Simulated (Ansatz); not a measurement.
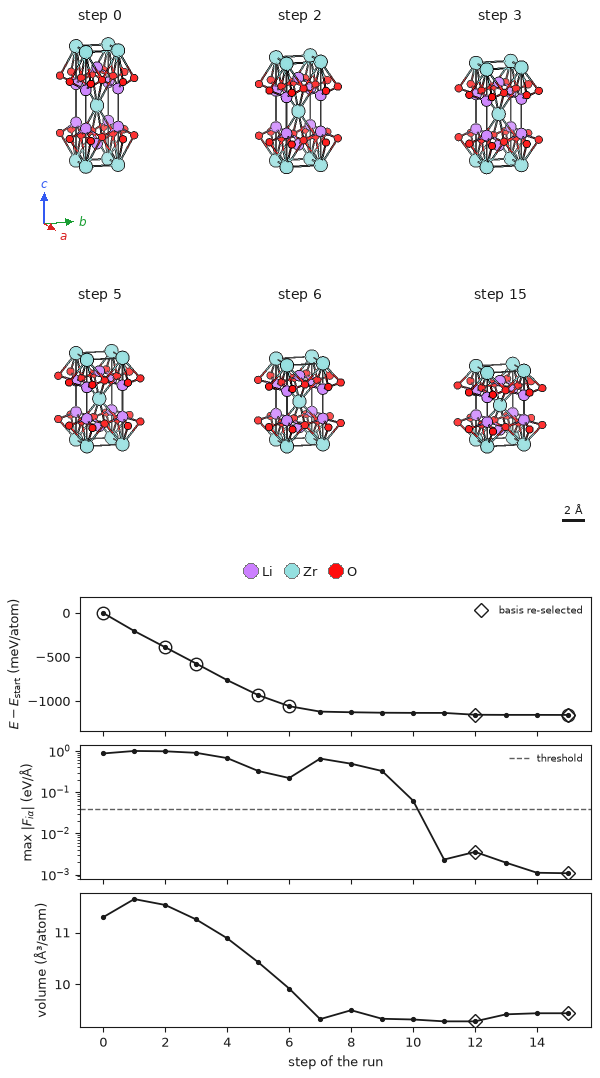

Frames of a relaxation of crystalline Li2ZrO2 (a generated structure, set up in I4/mmm) (coarse preliminary run), marked on the history of the run. The picture is a ball-and-stick view of the conventional cell (2 times the calculation's cell), seen slightly off an axis. Lengths and directions refer to the drawn axes.

All numbers below come from DFT PBE, scalar-relativistic, plane waves, PAW in Ansatz. Settings: plane-wave cutoff 420 eV; k-point mesh 8 × 8 × 8; occupations gaussian; smearing width 0.1 eV; no spin polarisation; cell and atoms relaxed; force threshold 0.04 eV/Å; at most 70 steps.

**Describe the path.**

No atom moves by more than 0.005 Å relative to the cell. The drawn cell changes as follows: a = b 3.195 → 3.642 Å (+14.0 %), c 11.065 → 7.119 Å (−35.7 %); the volume changes by −16.4 %. Among the contacts that change: Li–Zr 3.692 → 2.371 Å, Li–Li 3.682 → 2.376 Å, O–Zr 3.194 → 2.546 Å, Zr–Zr 3.195 → 3.642 Å. Among the angles between lasting bonds that change: O–Li–O 119.8° → 144.0°, Li–O–Li 119.8° → 144.0°, Li–O–Li 104.6° → 95.5°. The space group stays I4/mmm (No. 139). After 13 accepted moves (15 points after the start) the energy has fallen by 1156 meV per atom. The largest force component goes from 0.87 to 0.0011 eV/Å. The pressure goes from 6.61 to 0.11 GPa. At 2 points the geometry stayed and the basis and grid were re-selected for the new cell (energy shift of 20.9 meV per atom at most each time). From step 0 to 2: Li atoms move most (0.08 Å), volume +2.1 %, energy −388 meV per atom. From step 2 to 3: Li atoms move most (0.02 Å), volume −2.4 %, energy −185 meV per atom. From step 3 to 5: Li atoms move most (0.04 Å), volume −7.3 %, energy −358 meV per atom. From step 5 to 6: volume −4.9 %, energy −126 meV per atom. From step 6 to 15: Li atoms move most (0.10 Å), volume −4.8 %, energy −99.4 meV per atom.

| step | E − E(0), meV/atom | largest force component, eV/Å | pressure, GPa | volume, Å³/atom | note |
| --- | --- | --- | --- | --- | --- |
| 0 | 0.00 | 0.8714 | 6.61 | 11.297 |  |
| 1 | -203.79 | 1.0009 | 0.46 | 11.645 |  |
| 2 | -388.17 | 0.9830 | -2.52 | 11.532 |  |
| 3 | -573.18 | 0.9022 | -4.23 | 11.252 |  |
| 4 | -761.26 | 0.6719 | -5.13 | 10.890 |  |
| 5 | -930.99 | 0.3275 | -4.79 | 10.428 |  |
| 6 | -1056.78 | 0.2207 | -2.92 | 9.920 |  |
| 7 | -1118.37 | 0.6542 | 1.77 | 9.330 |  |
| 8 | -1125.66 | 0.4909 | -2.20 | 9.502 |  |
| 9 | -1130.98 | 0.3263 | -0.56 | 9.337 |  |
| 10 | -1132.78 | 0.0624 | -0.40 | 9.323 |  |
| 11 | -1133.14 | 0.0023 | 0.02 | 9.287 |  |
| 12 | -1154.06 | 0.0036 | 2.56 | 9.287 | same geometry, new basis |
| 13 | -1155.55 | 0.0019 | 0.33 | 9.422 |  |
| 14 | -1155.51 | 0.0011 | -0.01 | 9.443 |  |
| 15 | -1156.21 | 0.0011 | 0.11 | 9.443 | same geometry, new basis |
